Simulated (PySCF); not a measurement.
**MgMeF (CH₃FMg): what the electrons do**

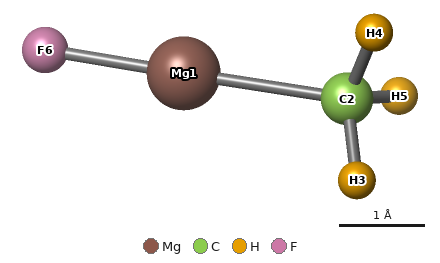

The molecule, with its atoms numbered as below. No frequency check shows the geometry to be a minimum.

Coordinates in Å:

```
Mg1     -0.1302   -0.0100   -0.0017
C2       1.9010    0.0042    0.0019
H3       2.2741   -0.5708    0.8370
H4       2.2595    1.0438    0.0718
H5       2.2745   -0.4423   -0.9100
F6      -1.8502    0.0071    0.0012
```

Part 1: Bonding charge

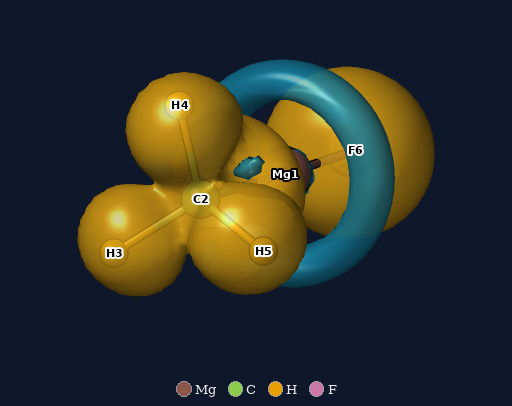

Deformation density (molecule less spherical, spin-averaged free atoms at the same positions), surfaces at ±0.05 e/Å³; yellow: gain, teal: loss.

Method: PBE/def2-TZVP; geometry: GFN2-xTB; program: PySCF.

How much density has each bond gained at its critical point, relative to the free atoms?

Answer. C2–H3 and C2–H5: +0.63 e/Å³ at the bond critical point (bond length 1.08 Å, Mayer order 0.9). C2–H4: +0.59 e/Å³ at the bond critical point (bond length 1.10 Å, Mayer order 0.9). Mg1–C2: +0.10 e/Å³ at the bond critical point (bond length 2.03 Å, Mayer order 0.9). Mg1–F6: +0.05 e/Å³ at the bond critical point (bond length 1.72 Å, Mayer order 0.8); up to 0.6 Å beside the axis the gain reaches +0.28 e/Å³. In all, 1.4 electrons gather in the regions of gain relative to the promolecule. A small or negative value marks a very polar bond, one between electron-rich atoms, whose free-atom densities already overlap strongly, a long bond to a heavier atom, or a closed-shell contact such as a hydrogen bond.

Where do the Hirshfeld charges lie?

Answer. The highest Hirshfeld charge is on Mg1 (+0.67 e), the lowest on F6 (−0.42 e).

Part 2: Local ionisation energy

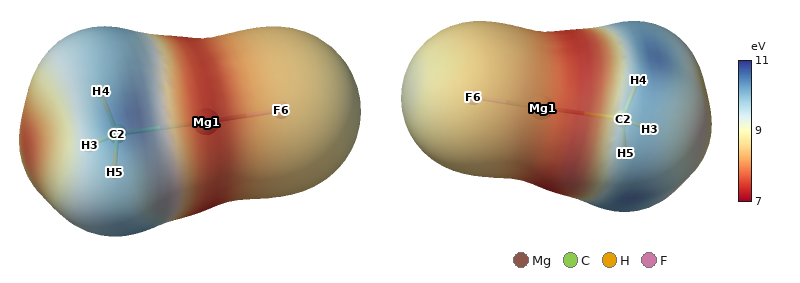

Average local ionisation energy on the surface of electron density 0.001 a.u. (back view left, front view right).

Where are the most loosely bound electrons on this surface?

Answer. The lowest value is 7.3 eV, 1.9 Å from Mg1. Further minima include 7.7 eV, near H4 (1.89 Å), H5 (1.98 Å), C2 (2.07 Å) and H3 (2.09 Å). For comparison, the highest occupied orbital lies at −6.3 eV.

What volume does the surface enclose, and what is the dipole moment?

Answer. About 80 Å³; the dipole moment is 1.9 D.

Part 3: In an electric field

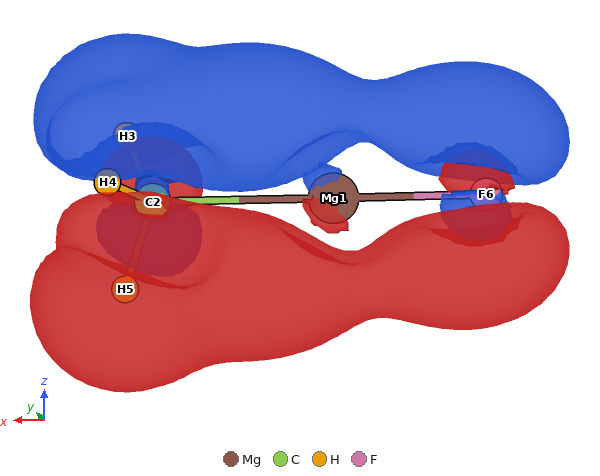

Change of the electron density in a uniform field of 0.21 V/Å, surfaces at ±0.0008 e/Å³ (red: gain, blue: loss).

Computed with PySCF, B3LYP/def2-SVPD, geometry: GFN2-xTB.

The field was applied in both directions; the picture shows the one opposite to the script's first.

Along which Cartesian direction does the field point?

Answer. Along +z: electrons gather on the −z side, against the field.

What dipole is induced, and what polarisability does it imply?

Answer. The induced dipole is 0.33 D (along the field); α along this axis, from the fields in both directions, is 33 bohr³ (4.8 Å³).

The PySCF runs shown took 7.3 s and 9.2 s on 1 thread of AMD EPYC 7B13 (Zen 3) (shared host).
